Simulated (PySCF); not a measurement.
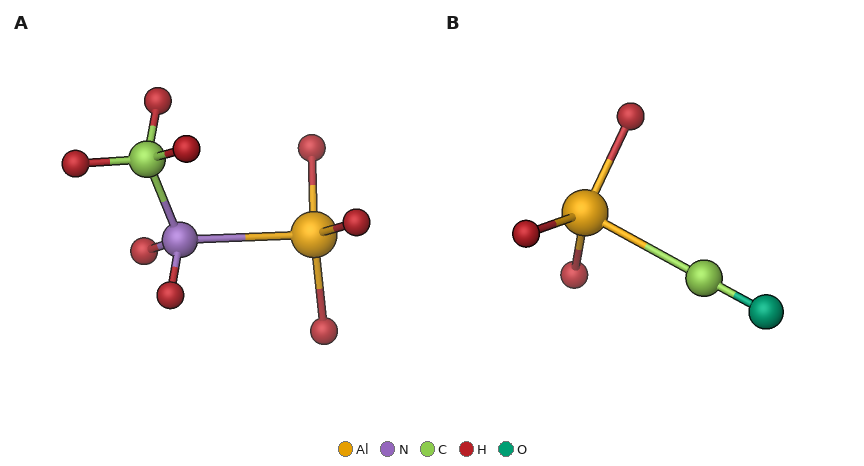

Two related species, optimised with PBE0-D3(BJ)/def2-SVP; properties computed with PySCF 2.14.0. Both: charge 0, singlet.

**What are A and B?**

A is Al(NH2Me)H3, B is Al(CO)H3.

Compare them. With B3LYP/pcSseg-1 (pcSseg-2 on Al): dipole moment (D), HOMO–LUMO gap (eV), HOMO energy (Kohn–Sham orbital) (eV), shielding of Al (ppm). With ωB97X-D/def2-SVPD: lowest vertical singlet excitation (eV), mean static polarisability (bohr³). With PBE0/pcSseg-1 (pcSseg-2 on Al): Hirshfeld charge of Al (e), IAO charge of Al (e). With PBE0-D3(BJ)/def2-SVP: mean Al–H length (Å).

| quantity | A | B |
| --- | --- | --- |
| dipole moment (D) | 5.59 | 1.94 |
| HOMO–LUMO gap (eV) | 6.86 | 5.63 |
| HOMO energy (Kohn–Sham orbital) (eV) | −7.18 | −8.13 |
| shielding of Al (ppm) | 413.7 | 462.4 |
| lowest vertical singlet excitation (eV) | 6.52 | 5.19 |
| mean static polarisability (bohr³) | 57.3 | 49.2 |
| Hirshfeld charge of Al (e) | 0.29 | 0.31 |
| IAO charge of Al (e) | 0.42 | 0.36 |
| mean Al–H length (Å) | 1.609 | 1.598 |

Each is one conformer, and no frequency run is at hand to confirm it as a minimum.
